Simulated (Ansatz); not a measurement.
# U-wB97M-V/STO-3G run of SiH2SF (SMILES F[SiH]S)

Aim: the vertical doublet–quartet gap of SiH2SF at U-wB97M-V/STO-3G, from 2 runs. 

The calculation is run with Ansatz 0.2.0.

72 further runs of the same task are left out: 4 that didn't finish, 68 set aside as unsound or not needed.

### 1 The molecule

SiH2SF: 5 atoms, total charge 0, spin state doublet. SMILES: `F[SiH]S`. The coordinates come from a PBE0-D4/def2-TZVP relaxation. This is one conformer, not always the lowest.

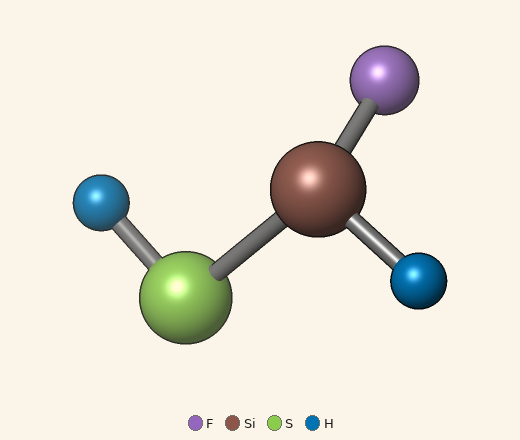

Viewed from a chosen angle; fluorine purple, silicon brown, sulfur green, hydrogen blue.

### 2 A single-point energy at U-wB97M-V/STO-3G

File molecule.yaml:

```yaml
crystal:
  periodic: [false, false, false]
  atoms:
    - {symbol: F, position_ang: [-1.242300, -0.527200, 1.134200]}
    - {symbol: Si, position_ang: [-0.629400, -0.168000, -0.303300]}
    - {symbol: S, position_ang: [1.400700, 0.438500, -0.191800]}
    - {symbol: H, position_ang: [-0.621800, -1.416500, -1.115500]}
    - {symbol: H, position_ang: [1.142700, 1.599500, 0.435000]}
basis:
  gaussian: {orbitals: STO-3G}
magnetization: {spin_polarized: true, initial_magnetization: 1}
hamiltonian: {xc: {name: wB97M-V}}
accuracy: high
```

Launch:

```sh
ansatz run molecule.yaml --threads 1 --pin off --max-ram 2610MiB --events-out events.jsonl --progress --plain --runs-dir runs
```

The program printed:

```text
Warning: RAYON_NUM_THREADS=1 ignored (pool sized by the plan → 1); use --threads N
Functional definition: wB97M-V
  name "wB97M-V"
  parameter omega = 0.3/bohr
  parameter cx = 0.15
  parameter cx01 = 1.007
  parameter cx10 = 0.259
  parameter css00 = 0.443
  parameter css04 = -1.437
  parameter css10 = -4.535
  parameter css20 = -3.390
  parameter css43 = 4.278
  parameter cos00 = 1.000
  parameter cos10 = 1.358
  parameter cos20 = 2.924
  parameter cos21 = -8.812
  parameter cos60 = -1.390
  parameter cos61 = 9.142
  parameter b = 6.0
  parameter c = 0.01
  gx(w, u) = 1 - cx + cx01*u + cx10*w
  gss(w, u) = css00 + css04*u^4 + css10*w + css20*w^2 + css43*w^4*u^3
  gos(w, u) = cos00 + cos10*w + (cos20 + cos21*u)*w^2 + (cos60 + cos61*u)*w^6
  exchange = spin_sum(e_x_unif_sr(omega)*gx(b97_w, b97_u_x)) + cx*exact_x_sr(omega) + exact_x_lr(omega)
  correlation = spin_sum(e_c_pw_mod_same_spin*gss(b97_w, b97_u_same))
      + integral(e_c_pw_mod_opposite_spin*gos(b97_w_opposite, b97_u_opposite)) + vv10(b, c)
461 factors; integrals over basis functions are off by at most 2.7e-8 eV
165 factors; integrals over basis functions are off by at most 9.4e-10 eV
mean field evaluation 1: about -21210.4760 eV, gradient 1.4e1 eV
mean field evaluation 2: about -21211.7837 eV, gradient 9.6e0 eV
mean field evaluation 4: about -21212.3931 eV, gradient 4.4e-1 eV
mean field evaluation 8: about -21212.3788 eV, gradient 7.0e-3 eV
mean field evaluation 16: about -21212.3788 eV, gradient 1.5e-5 eV
mean field -21212.37880967 eV, -779.5405429886 hartree, gradient 4.3e-8 eV, S^2 0.751563; 0 other end points of the search recorded, 0 dependent functions left out
reference -21212.37881191 eV, -779.5405430710 hartree; 21, 20 occupied and 4, 5 virtual orbitals, 461 factors
Total energy: -21212.37881191 eV, -779.5405430710 hartree
```

It took 37 s on 1 thread of Arm Neoverse V1, shared host; peak memory 0.58 GiB.

### 3 The quartet at the same level

File input.yaml:

```yaml
crystal:
  periodic: [false, false, false]
  atoms:
    - {symbol: F, position_ang: [-1.242300, -0.527200, 1.134200]}
    - {symbol: Si, position_ang: [-0.629400, -0.168000, -0.303300]}
    - {symbol: S, position_ang: [1.400700, 0.438500, -0.191800]}
    - {symbol: H, position_ang: [-0.621800, -1.416500, -1.115500]}
    - {symbol: H, position_ang: [1.142700, 1.599500, 0.435000]}
basis:
  gaussian:
    orbitals: STO-3G
hamiltonian:
  xc: {name: wB97M-V}
accuracy: high
magnetization:
  spin_polarized: true
  initial_magnetization: 3
```

Launch:

```sh
ansatz run input.yaml --threads 1 --pin off --max-ram 2610MiB --events-out events.jsonl --progress --plain --runs-dir runs
```

The program printed, shortened:

```text
Warning: RAYON_NUM_THREADS=1 ignored (pool sized by the plan → 1); use --threads N
[... 2 set-up lines as earlier in the session ...]
[...]
  gx(w, u) = 1 - cx + cx01*u + cx10*w
  gss(w, u) = css00 + css04*u^4 + css10*w + css20*w^2 + css43*w^4*u^3
  gos(w, u) = cos00 + cos10*w + (cos20 + cos21*u)*w^2 + (cos60 + cos61*u)*w^6
[...]
      + integral(e_c_pw_mod_opposite_spin*gos(b97_w_opposite, b97_u_opposite)) + vv10(b, c)
461 factors; integrals over basis functions are off by at most 2.7e-8 eV
165 factors; integrals over basis functions are off by at most 9.4e-10 eV
[...]
mean field -21203.67810415 eV, -779.2207979581 hartree, gradient 6.1e-8 eV, S^2 3.752306; 4 other end points of the search recorded, 0 dependent functions left out
reference -21203.67810639 eV, -779.2207980406 hartree; 22, 19 occupied and 3, 6 virtual orbitals, 461 factors
Total energy: -21203.67810639 eV, -779.2207980406 hartree
```

Run time: 48 s. Hardware: 1 thread of Arm Neoverse V1, shared host; peak memory 0.58 GiB.

### 4 Summary of results

At U-wB97M-V/STO-3G:

```
                                        quantity          value
                           doublet: total energy  -779.54054 Eh
                                   doublet: ⟨S²⟩          0.752
                           quartet: total energy  -779.22080 Eh
                                   quartet: ⟨S²⟩          3.752
vertical energy of the quartet above the doublet       8.701 eV
```

**Reading.** At this shape the quartet lies 8.70 eV (839 kJ/mol) above the doublet. In a minimal basis such a difference can be off by several eV, whatever the method.
